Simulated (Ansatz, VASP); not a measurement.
**PtSe2 in two plane-wave programs**

One calculation is typed for both programs; each brings its own data sets and cutoff. How far apart do they land?

Program: Ansatz 0.2.0. Level of theory: plane waves, with VASP 6.6.1 beside it; zone-centre phonons at PBEsol with D3(BJ) and relaxation of cell and atoms at r2SCAN. Results are calculated unless marked as measured.

The database entry behind the starting cell is an old determination (1929), so it need not match the best structure at ambient conditions.

### 1. The starting structure

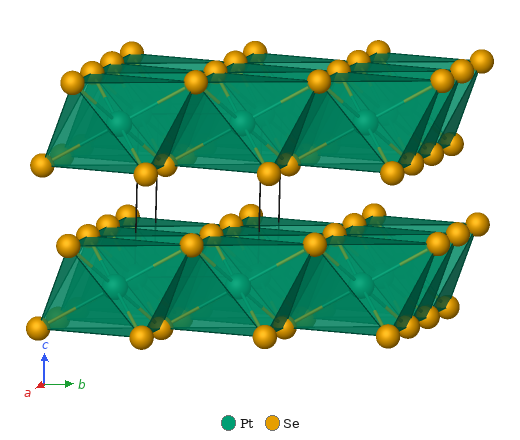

The starting structure, seen slightly off an axis (platinum teal, selenium orange). 2×2×1 cells are drawn. Some periodic images of atoms are drawn too.

### 2. VASP: zone-centre phonons, PBEsol with D3(BJ)

Second derivatives magnify differences that forces hide, and they need a tight electronic threshold.

Lines of VASP's logs that name or quote its potential files are left out, and so is its time.

INCAR

```
SYSTEM = PtSe2
PREC = Accurate
ENCUT = 450
EDIFF = 1E-08
NELM = 100
ISMEAR = 0
SIGMA = 0.05
LREAL = .FALSE.
ALGO = Normal
GGA = PS
IVDW = 12
NBANDS = 17
LORBIT = 11
LWAVE = .FALSE.
LCHARG = .FALSE.
KPAR = 4
IBRION = 6
NFREE = 2
POTIM = 0.015
NSW = 1
ISIF = 2
```

POSCAR

```
PtSe2
1.0
    3.7410049748      0.0000000000      0.0000000000
   -1.8705024874      3.2398053438      0.0000000000
    0.0000000000      0.0000000000      4.6238884767
Pt Se
1 2
Direct
    0.0000000000      0.0000000000      0.0000000000
    0.6666666667      0.3333333333      0.7276331845
    0.3333333333      0.6666666667      0.2723668155
```

KPOINTS

```
Automatic mesh
0
Gamma
10 10 8
0 0 0
```

The projector-augmented-wave data sets are Pt and Se (PBE family, release 64).

On the command line:

```bash
$ mpirun -np 4 vasp_std
```

Numbers of over 12 decimals in the logs are rounded to 6 here.

The program printed:

```text
[banner, memory and clock lines left out]
running    4 mpi-ranks, on    1 nodes
 distrk:  each k-point on    1 cores,    4 groups
 distr:  one band on    1 cores,    1 groups

 POSCAR found type information on POSCAR PtSe
 POSCAR found :  2 types and       3 ions
|                                                                             |
|               ----> ADVICE to this user running VASP <----                  |
|                                                                             |
|     You enforced a specific xc type in the INCAR file but a different       |
|     [... a line on the potential file left out ...]
|     I HOPE YOU KNOW WHAT YOU ARE DOING!                                     |
|                                                                             |

 LDA part: xc-table for (Slater+PW92), standard interpolation
 POSCAR, INCAR and KPOINTS ok, starting setup
 FFT: planning ... GRIDC
 FFT: planning ... GRID_SOFT
 FFT: planning ... GRID
 WAVECAR not read
 entering main loop
       N       E                     dE             d eps       ncg     rms          rms(c)
DAV:   1     0.995126409329E+02    0.99513E+02   -0.94556E+03  3244   0.102E+03
DAV:   2    -0.124845688035E+02   -0.11200E+03   -0.10860E+03  3992   0.209E+02
DAV:   3    -0.166221526248E+02   -0.41376E+01   -0.40868E+01  3851   0.411E+01
DAV:   4    -0.166488582490E+02   -0.26706E-01   -0.26698E-01  4030   0.361E+00
DAV:   5    -0.166491101002E+02   -0.25185E-03   -0.25184E-03  4057   0.334E-01    0.132E+01
DAV:   6    -0.160852496070E+02    0.56386E+00   -0.46458E+00  3272   0.191E+01    0.801E+00
DAV:   7    -0.158838150909E+02    0.20143E+00   -0.83801E-01  3254   0.915E+00    0.403E+00
DAV:   8    -0.158603878283E+02    0.23427E-01   -0.57601E-02  3562   0.166E+00    0.803E-01
DAV:   9    -0.158574268246E+02    0.29610E-02   -0.73789E-03  3515   0.816E-01    0.193E-01
DAV:  10    -0.158574199177E+02    0.69069E-05   -0.11782E-03  3679   0.214E-01    0.363E-02
DAV:  11    -0.158574193804E+02    0.53727E-06   -0.46886E-05  3907   0.462E-02    0.265E-02
DAV:  12    -0.158574191013E+02    0.27916E-06   -0.28267E-06  3817   0.105E-02    0.709E-03
DAV:  13    -0.158574188180E+02    0.28327E-06   -0.46725E-07  3904   0.476E-03    0.154E-03
DAV:  14    -0.158574187844E+02    0.33636E-07   -0.39715E-08  3809   0.136E-03    0.233E-04
DAV:  15    -0.158574187971E+02   -0.12751E-07   -0.17724E-09  1798   0.293E-04    0.137E-04
DAV:  16    -0.158574188028E+02   -0.57048E-08   -0.60540E-10  1731   0.164E-04
   1 F= -.17250746E+02 E0= -.17250336E+02  d E =-.820095E-03
[... from here on, the cycles between the ionic steps are left out ...]
   2 F= -.17248929E+02 E0= -.17248520E+02  d E =-.818578E-03
   3 F= -.17248929E+02 E0= -.17248520E+02  d E =-.818574E-03
   4 F= -.17248967E+02 E0= -.17248557E+02  d E =-.821036E-03
   5 F= -.17248967E+02 E0= -.17248557E+02  d E =-.821038E-03
   6 F= -.17249844E+02 E0= -.17249447E+02  d E =-.794162E-03
   7 F= -.17249844E+02 E0= -.17249447E+02  d E =-.794159E-03
   8 F= -.17249523E+02 E0= -.17249107E+02  d E =-.831101E-03
 Finite differences progress:
  Degree of freedom:   4/  4
  Displacement:        1/  2
  Total:               7/  8
 bond charge predicted
       N       E                     dE             d eps       ncg     rms          rms(c)
DAV:   1    -0.158545034151E+02    0.16950E-02   -0.66482E-01  3201   0.455E+00    0.316E-01
DAV:   2    -0.158562559397E+02   -0.17525E-02   -0.22286E-02  4071   0.875E-01    0.163E-01
DAV:   3    -0.158562225138E+02    0.33426E-04   -0.34447E-04  3593   0.172E-01    0.901E-02
DAV:   4    -0.158562093649E+02    0.13149E-04   -0.37278E-05  3975   0.590E-02    0.420E-02
DAV:   5    -0.158562065962E+02    0.27687E-05   -0.65475E-06  3801   0.193E-02    0.448E-03
DAV:   6    -0.158562064407E+02    0.15550E-06   -0.51485E-07  3795   0.500E-03    0.192E-03
DAV:   7    -0.158562064331E+02    0.76463E-08   -0.93788E-08  3780   0.250E-03
   9 F= -.17249537E+02 E0= -.17249146E+02  d E =-.780216E-03
 Finite differences progress:
  Degree of freedom:   4/  4
  Displacement:        2/  2
  Total:               8/  8
```

OUTCAR, selected parts (step 2):

```text
ion  position               nearest neighbor table
   1  0.000  0.000  0.000-   2 2.50   3 2.50   3 2.50   2 2.50   2 2.50   3 2.50
   2  0.667  0.333  0.728-   1 2.50   1 2.50   1 2.50
   3  0.333  0.667  0.272-   1 2.50   1 2.50   1 2.50

  LATTYP: Found a hexagonal cell.
 ALAT       =     3.7410049748
 C/A-ratio  =     1.2360016915

 Subroutine GETGRP returns: Found 12 space group operations
 (whereof 12 operations were pure point group operations)

The static configuration has the point symmetry D_3d.

 Found     94 irreducible k-points:

   k-points           NKPTS =     94   k-points in BZ     NKDIM =     94   number of bands    NBANDS=     17

   dimension x,y,z NGX =    28 NGY =   28 NGZ =   32
   dimension x,y,z NGXF=    56 NGYF=   56 NGZF=   64

   ENCUT  =  450.0 eV  33.07 Ry    5.75 a.u.   6.47  6.47  8.00*2*pi/ulx,y,z

   NELECT =      22.0000    total number of electrons

 k-points in reciprocal lattice and weights: Automatic mesh
   0.00000000  0.00000000  0.00000000       0.001
   0.10000000  0.00000000  0.00000000       0.007
   0.20000000  0.00000000  0.00000000       0.007
   0.30000000  0.00000000  0.00000000       0.007
   0.40000000 -0.00000000  0.00000000       0.007
   0.50000000  0.00000000  0.00000000       0.004
   0.10000000  0.10000000  0.00000000       0.007
   0.20000000  0.10000000  0.00000000       0.015
   0.30000000  0.10000000  0.00000000       0.015
[...]
0.40000000  0.20000000  0.50000000       0.007
   0.30000000  0.30000000  0.50000000       0.007

 Edisp (eV)   -1.39332

 average (electrostatic) potential at core
       1 -67.5010       2 -51.8469       3 -51.8618

 E-fermi :   7.2619

 k-point     1 :       0.0000    0.0000    0.0000
  band No.  band energies     occupation
    ...
      6       3.4208      2.00000
      7       3.4208      2.00000
      8       4.8149      2.00000
      9       6.3047      2.00000
     10       6.3047      2.00000
     11       8.1867      0.00000
     12       8.1867      0.00000
     13       8.3011      0.00000
     14      10.3407      0.00000
     15      11.6177      0.00000
    ...

 k-point     2 :       0.1000    0.0000    0.0000
  band No.  band energies     occupation
    ...
      7       3.3413      2.00000
      8       4.5463      2.00000
      9       5.8120      2.00000
     10       6.0593      2.00000
     11       7.2105      1.85462
     12       8.4309      0.00000
     13       9.0874      0.00000
     14      10.9820      0.00000
     15      12.2585      0.00000
     16      14.1195      0.00000
    ...

 k-point     3 :       0.2000    0.0000    0.0000
  band No.  band energies     occupation
    ...
      7       3.1669      2.00000
      8       3.9577      2.00000
      9       5.2822      2.00000
     10       5.5098      2.00000
     11       6.3029      2.00000
     12       8.9660      0.00000
     13       9.2593      0.00000
     14      12.0628      0.00000
     15      13.0624      0.00000
     16      14.4131      0.00000
    ...

 Edisp (eV)   -1.39333

  Total      -0.14971    -0.14971    -0.15005     0.00000     0.00000    -0.00000
  in kB      -4.28009    -4.28009    -4.28976     0.00000     0.00000    -0.00000
  external pressure =       -4.28 kB  Pullay stress =        0.00 kB

  energy-cutoff  :      450.00
  volume of cell :       56.04
      direct lattice vectors                 reciprocal lattice vectors
     3.741004975  0.000000000  0.000000000     0.267307851  0.154330260  0.000000000
    -1.870502487  3.239805344  0.000000000     0.000000000  0.308660519  0.000000000
     0.000000000  0.000000000  4.623888477     0.000000000  0.000000000  0.216268192

 POSITION                                       TOTAL-FORCE (eV/Angst)
 -----------------------------------------------------------------------------------
      0.00000      0.00000      0.00000         0.000000     -0.000000     -0.117241
      1.87050      1.07994      3.34949        -0.000000      0.000000      0.160834
     -0.00000      2.15987      1.25939         0.000000     -0.000000     -0.043593
 -----------------------------------------------------------------------------------
    total drift:                               -0.000000     -0.000000      0.000043

  FREE ENERGIE OF THE ION-ELECTRON SYSTEM (eV)
  ---------------------------------------------------
  free  energy   TOTEN  =       -17.2495365178 eV

  energy  without entropy=      -17.2487563017  energy(sigma->0) =      -17.24914641

 Eigenvectors and eigenvalues of the dynamical matrix
 ----------------------------------------------------

   1 f  =    6.727805 THz    42.272044 2PiTHz  224.415408 cm-1    27.823952 meV
             X         Y         Z           dx          dy          dz
      0.000000  0.000000  0.000000     0.668868   -0.000007   -0.000000
      1.870502  1.079935  3.364495    -0.525650    0.000005    0.000000
     -0.000000  2.159870  1.259394    -0.525650    0.000005   -0.000000

   2 f  =    6.727805 THz    42.272044 2PiTHz  224.415408 cm-1    27.823952 meV
             X         Y         Z           dx          dy          dz
      0.000000  0.000000  0.000000    -0.000007   -0.668868    0.000000
      1.870502  1.079935  3.364495     0.000005    0.525650   -0.000000
     -0.000000  2.159870  1.259394     0.000005    0.525650    0.000000

   3 f  =    6.655321 THz    41.816618 2PiTHz  221.997628 cm-1    27.524186 meV
             X         Y         Z           dx          dy          dz
      0.000000  0.000000  0.000000    -0.000000   -0.000000   -0.668818
      1.870502  1.079935  3.364495     0.000000    0.000000    0.525682
     -0.000000  2.159870  1.259394     0.000000    0.000000    0.525682

   4 f  =    6.519329 THz    40.962150 2PiTHz  217.461394 cm-1    26.961764 meV
             X         Y         Z           dx          dy          dz
      0.000000  0.000000  0.000000    -0.000000   -0.000000   -0.000000
      1.870502  1.079935  3.364495     0.000000    0.000000    0.707107
     -0.000000  2.159870  1.259394     0.000000    0.000000   -0.707107

   5 f  =    4.967646 THz    31.212643 2PiTHz  165.702850 cm-1    20.544526 meV
             X         Y         Z           dx          dy          dz
      0.000000  0.000000  0.000000     0.000000    0.000000    0.000000
      1.870502  1.079935  3.364495    -0.707107   -0.000000   -0.000000
     -0.000000  2.159870  1.259394     0.707107    0.000000    0.000000

   6 f  =    4.967646 THz    31.212643 2PiTHz  165.702850 cm-1    20.544526 meV
             X         Y         Z           dx          dy          dz
      0.000000  0.000000  0.000000    -0.000000   -0.000000   -0.000000
      1.870502  1.079935  3.364495     0.000000   -0.707107   -0.000000
     -0.000000  2.159870  1.259394    -0.000000    0.707107   -0.000000

   7 f/i=    0.000124 THz     0.000782 2PiTHz    0.004150 cm-1     0.000515 meV
             X         Y         Z           dx          dy          dz
      0.000000  0.000000  0.000000     0.741220    0.056655   -0.000000
      1.870502  1.079935  3.364495     0.471585    0.036045   -0.000000
     -0.000000  2.159870  1.259394     0.471585    0.036045   -0.000000

   8 f/i=    0.000124 THz     0.000782 2PiTHz    0.004150 cm-1     0.000515 meV
             X         Y         Z           dx          dy          dz
      0.000000  0.000000  0.000000     0.056655   -0.741220    0.000000
      1.870502  1.079935  3.364495     0.036045   -0.471585    0.000000
     -0.000000  2.159870  1.259394     0.036045   -0.471585    0.000000

   9 f/i=    0.000322 THz     0.002024 2PiTHz    0.010747 cm-1     0.001332 meV
             X         Y         Z           dx          dy          dz
      0.000000  0.000000  0.000000     0.000000   -0.000000   -0.743426
      1.870502  1.079935  3.364495     0.000000   -0.000000   -0.472926
     -0.000000  2.159870  1.259394     0.000000   -0.000000   -0.472926

 ELASTIC MODULI CONTR FROM IONIC RELAXATION (kBar)
 Direction    XX          YY          ZZ          XY          YZ          ZX
 --------------------------------------------------------------------------------
 XX        -559.0052   -347.3036   -439.2616     -0.0000    207.3174      0.0000
 YY        -347.3036   -559.0052   -439.2616      0.0000   -207.3174     -0.0000
 ZZ        -439.2616   -439.2616   -425.7946     -0.0000      0.0000      0.0000
 XY          -0.0000      0.0000     -0.0000   -105.8508      0.0000    207.3174
 YZ         207.3174   -207.3174      0.0000      0.0000   -406.0480     -0.0000
 ZX           0.0000     -0.0000      0.0000    207.3174     -0.0000   -406.0481
 --------------------------------------------------------------------------------

 total charge
# of ion       s       p       d       tot
------------------------------------------
    1        0.684   0.699   8.059   9.442
    2        1.490   2.214   0.082   3.787
    3        1.490   2.214   0.082   3.787
--------------------------------------------------
tot          3.664   5.128   8.223  17.015

[... 3 further parts left out ...]
```

CONTCAR:

```
PtSe2
   1.00000000000000
     3.7410049748000000    0.0000000000000000    0.0000000000000000
    -1.8705024874000000    3.2398053438000001    0.0000000000000000
     0.0000000000000000    0.0000000000000000    4.6238884767000004
  Pt              Se
     1     2
Direct
     0.0000000000000000    0.0000000000000000    0.0000000000000000
     0.6666666667000029    0.3333333332999970    0.7243891616228079
     0.3333333332999970    0.6666666667000030    0.2723668154999999
```

(Continued in part 2 of 2.)

[Lines on the potential files, build, host, timing and source positions are cut from VASP's logs without a mark.]

[Logs are printed without paths, hosts, clocks, repeated set-up lines and the standing remarks that a program may print on its own settings, such as how far it seeks lower states.]

[Hosts, paths, dates, database ids (printed as entryN), source tags and the programs' standing remarks are cut or masked in the printed files.]
